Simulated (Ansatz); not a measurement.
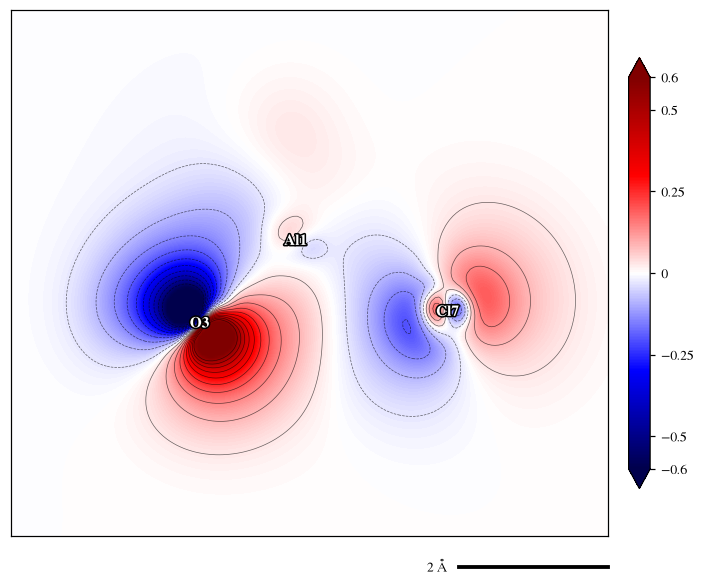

AlClFH₂O₂ (doublet). One frontier orbital on the plane of atoms O3, Al1 and Cl7 (values in Å⁻³ᐟ²; the overall sign is arbitrary).

Theory: UKS B3LYP/def2-SVP in Ansatz.

| atom | x (Å) | y (Å) | z (Å) |
| --- | --- | --- | --- |
| Al | 0.1775 | -0.4432 | 0.4245 |
| F | 0.0595 | -2.0423 | 0.8866 |
| O | 1.5126 | 0.1411 | -0.4368 |
| H | 2.2514 | -0.3896 | -0.7453 |
| O | -1.4241 | 0.2065 | -0.1704 |
| H | -2.2307 | -0.2082 | 0.1809 |
| Cl | -0.5561 | 0.9370 | 2.0341 |

Which orbital is it: HOMO (β) or LUMO (β)?

Answer. The HOMO (β), at −8.54 eV. Its weight (Hirshfeld) is mainly on O3 (about 80 %); largely a lone pair of O3.
